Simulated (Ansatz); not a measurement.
Relaxed Te (trigonal-Te type, space group P3_121):

```yaml
crystal:
  lattice:
    - [4.52090, 0.00000, 0.00000]
    - [-2.26045, 3.91521, 0.00000]
    - [0.00000, 0.00000, 5.95427]
  atoms:
    - { symbol: Te, position: [0.26811, 0.00000, 0.33333] }
    - { symbol: Te, position: [0.00000, 0.26811, 0.66667] }
    - { symbol: Te, position: [0.73189, 0.73189, 0.00000] }
```

In each cell atom 2 (Te, nearest neighbour Te at 2.889 Å; its periodic images, 4.5 Å or more away, move with it) moves by s·(0.577, 0.577, 0.577) (along Cartesian [111]), the rest being held.

These are PBE (plane waves to 420 eV, PAW, scalar-relativistic; Ansatz, a quantum-chemistry and plane-wave program) values and carry that method's errors. k mesh 7×7×5 (Γ-centred), Fermi-Dirac smearing 0.05 eV. E stands for the smeared free energy. As the smearing reaches across the gap at some points, energies and forces of such displacements shift with the k mesh and the smearing. Spin-orbit coupling is left out, though Te is heavy. Te was relaxed with its symmetry unable to fall. The zero of ΔE is the undisplaced structure.

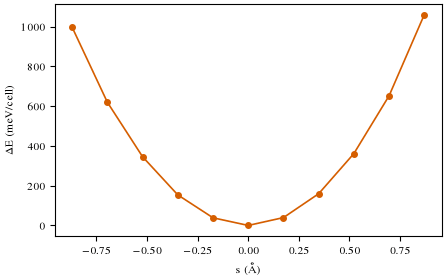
Figure: ΔE (meV/cell) against s (Å); one marker a computed point.

Q: Is the energy the same for displacements of ±0.870 Å, and if not, which side lies higher?

A: Not even: the positive side lies higher at ±0.870 Å.

Q: What is the energy change at s = 0.870 Å?

A: About 1100 meV/cell.

(For displaced atoms, the force is minus the slope of the energy, and its curvature is a force constant, which sets phonon frequencies.)
